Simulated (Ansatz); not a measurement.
C4S5O (Pc), computed twice by G0W0.

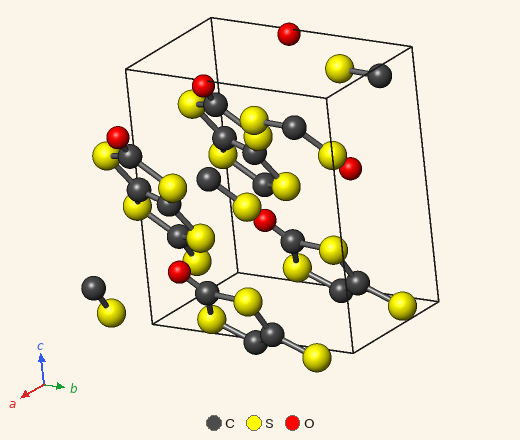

The structure (carbon dark grey, sulfur yellow, oxygen red). Bonds to atoms that aren't drawn are left out. 2×1×1 cells are drawn. Some periodic images of atoms are drawn too.

The structure is monoclinic, space group Pc (No. 7). Conventional cell: a = 3.964 Å, b = 11.021 Å, c = 8.832 Å, α = 90.00°, β = 104.76°, γ = 90.00°. C has 3 S at 1.65 to 1.74 Å nearest. Nearest to C lie 1 C at 1.37 Å and 2 S at 1.73 Å. Nearest to C lie 1 O at 1.21 Å and 2 S at 1.80 Å. C has 1 C at 1.37 Å and 2 S at 1.73 Å nearest. Nearest to S lie 1 C at 1.65 Å. Nearest to S lie 2 C at 1.73 to 1.74 Å. Farther neighbours and most contacts between anions are not listed.

```xyz
20
Lattice="3.9638 0.0000 0.0000 0.0000 11.0211 0.0000 -2.2504 0.0000 8.5408" Properties=species:S:1:pos:R:3 pbc="T T T"
C     3.1268    1.9802    3.1082
C     2.0016    9.0409    7.3786
C     0.2715    2.2230    5.4430
C     1.3967    8.7981    1.1726
C     1.2143    3.7581    7.3278
C     2.3395    7.2630    3.0574
C     0.1495    3.4974    4.9639
C     1.2746    7.5237    0.6935
S     2.3849    1.4220    1.7434
S     1.2598    9.5991    6.0138
S    -0.3056    0.9515    4.4135
S     0.8196   10.0696    0.1431
S     0.9295    2.0047    7.0327
S     2.0546    9.0164    2.7623
S    -0.5135    3.6729    3.3714
S    -1.6386    7.3482    7.6418
S     0.6791    4.8047    5.9654
S     1.8043    6.2164    1.6950
O    -2.2369    4.1909    8.3354
O    -1.1118    6.8302    4.0650
```

Geometry: measured cell, ions relaxed with PBE. The runs that relaxed it are not among those shown.

The first (Ansatz 0.2.0; start PBE, 4×2×2 mesh, 977 empty bands, screening to 110 eV, PAW set soft_1 files; 1 × NVIDIA H100 80GB HBM3 (shared by 6 runs) with 2 threads of AMD EPYC 7R13 (Zen 3), shared host) gave, on its mesh: starting gap 1.58 eV, G0W0 gap 2.99 eV, RPA ε∞ (mean) 3.92, 2 min.

Question: The second changes start from PBE to PBEsol. What does it give?

It gave: starting gap 1.54 eV, G0W0 gap 2.94 eV, RPA ε∞ (mean) 4.02, 87 s. The G0W0 gap moves by −0.06 eV, −0.05 eV from the start and −0.01 eV from the correction. Σc changes by −0.01 eV at the valence top and −0.01 eV at the conduction bottom, and Σx − Vxc between them by −0.01 eV.

Limits: not at the basis limit; coarse k mesh.

[Paths, hosts, dates, memory and timing lines, banners, echoed tables and standing remarks are left out of the program output.]

[Logs are printed without paths, hosts, clocks, repeated set-up lines and the standing remarks that a program may print on its own settings, such as how far it seeks lower states.]

[Runs of the session that timed out or met a known fault of the program may be left out.]

[Cells called generated may have been cut or substituted from an entry of the Crystallography Open Database or the Materials Project.]

[Hosts, paths, dates, database ids (printed as entryN), source tags and the programs' standing remarks are cut or masked in the printed files.]
